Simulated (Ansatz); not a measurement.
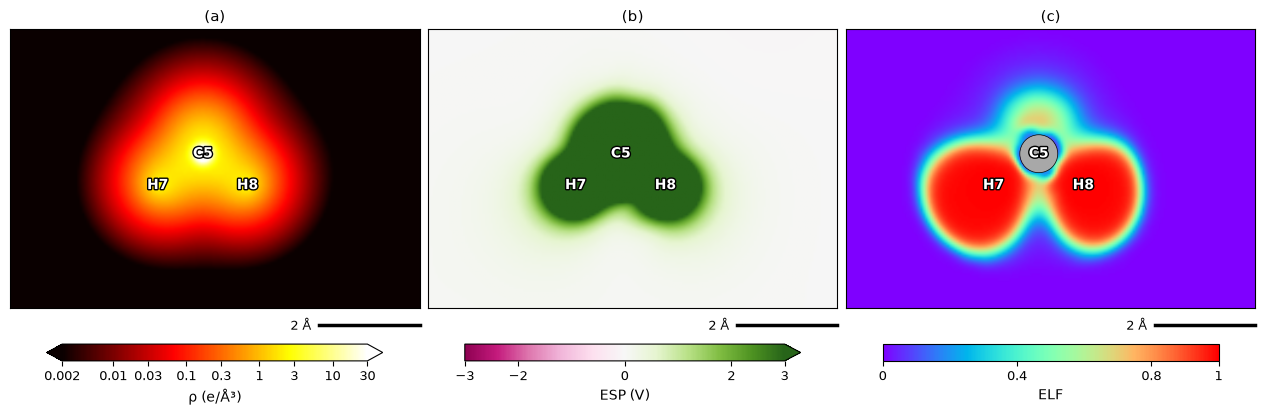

Figure. BH2···CH4 (doublet). (a) electron density; (b) molecular electrostatic potential; (c) ELF on the plane of atoms H7, C5 and H8. Grey discs cover the atomic cores in the ELF map.

Theory: Ansatz 0.2.0, UKS BHLYP-D4/cc-pVDZ.

The calculation's input:

```
crystal:
  periodic: [false, false, false]
  atoms:
    - { symbol: B, position_ang: [-0.022388, -0.139662, -0.296198] }
    - { symbol: H, position_ang: [0.085449, -0.906593, 1.96174] }
    - { symbol: H, position_ang: [1.03183, 0.419629, -0.252247] }
    - { symbol: H, position_ang: [-1.123674, 0.321588, -0.317921] }
    - { symbol: C, position_ang: [0.023397, -0.115122, 2.725835] }
    - { symbol: H, position_ang: [-0.632229, -0.460761, 3.528285] }
    - { symbol: H, position_ang: [1.023097, 0.079056, 3.118499] }
    - { symbol: H, position_ang: [-0.385382, 0.801764, 2.293508] }
magnetization:
  spin_polarized: true
  initial_magnetization: 1
basis:
  gaussian: { orbitals: cc-pVDZ }
hamiltonian:
  xc: { name: BHLYP }
  dispersion: d4
relax:
  f_tol: 0.03
  max_steps: 50
output:
  orbitals: {}
```

Launched as:

```sh
ansatz run input.yaml --threads 1 --pin off --max-ram 2048MiB --backend cpu --events-out ev --progress --plain --runs-dir out
```

The fields are those of the run's last geometry, not of the input's.

### Interpret the plot.

- The section cuts through C and H sites.
- C–H (1.09 Å): ρ is about 1.9 e/Å³ halfway; the ELF climbs to about 1 towards the hydrogen, as it does in any bond to H: an ordinary covalent bond to hydrogen.
- The potential has no marked negative region in this plane.
